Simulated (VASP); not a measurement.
Band structure of GaAs (zinc blende). Calculation: r2SCAN+rVV10, VASP's PBE PAW potentials (set 64) (plane waves; VASP 6.6.1).

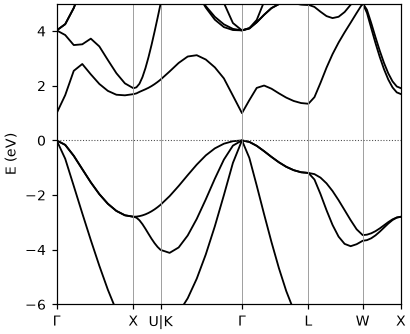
Fig. 1. Bands along high-symmetry lines, zero at the valence-band maximum or, without a gap, the Fermi level

**Question.** Read the plot: is there a gap, and where are the band edges?

**Answer.** The gap is direct, 1.00 eV, from the valence maximum at Γ to the conduction minimum at Γ.

Measured: gap 1.57 eV (computed value off by -0.57 eV), as given by Wei Chen et al., Physical Review Materials (2018), doi:10.1103/physrevmaterials.2.073803 [zero-point renormalisation of 0.05 eV added back (the table's ZPR column)].

The compound is GaAs in the zinc blende structure. The cell was not relaxed at this level.
